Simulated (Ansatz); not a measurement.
Consider C2H7SSi (doublet).

```xyz
11

C    -0.0032    1.5199   -0.7936
Si    0.1991   -0.3310   -0.5788
C     0.6901   -0.7707    1.1799
S    -1.7097   -1.1731   -1.0923
H    -0.3098    1.7674   -1.8116
H    -0.7575    1.9080   -0.1015
H     0.9417    2.0287   -0.5888
H     0.7688   -1.8512    1.3129
H     1.6589   -0.3265    1.4228
H    -0.0561   -0.3901    1.8844
H    -1.3571   -2.4385   -0.8128
```

Geometry: PBE0-D4/def2-TZVP.

The calculation used UKS PBE0-D4/def2-TZVPP (Ansatz 0.2.0).

Question: Predict the electron density, electron localisation function and spin density between the atoms.

Answer: C–Si (1.87 Å): ρ at the midpoint is about 0.96 e/Å³; the ELF peaks at about 0.95 between the atoms (a covalent bond).
C–H (1.09 Å): the density is about 2 e/Å³ at the midpoint; the ELF climbs to about 1 towards the hydrogen, as it does in any bond to H; an ordinary covalent bond to hydrogen.
The unpaired spin (1 electron) lies mostly on Si2 (about 0.7) and S4 (about 0.1), in electrons by Hirshfeld's partition.

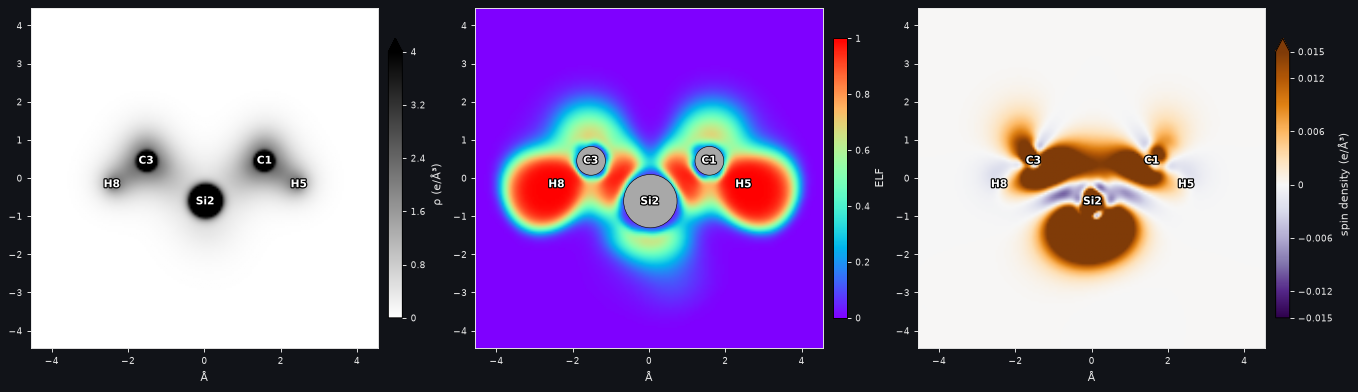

Computed electron density, electron localisation function and spin density on the plane of atoms C1, Si2 and C3, in this order. Grey discs cover the atomic cores in the ELF map. 
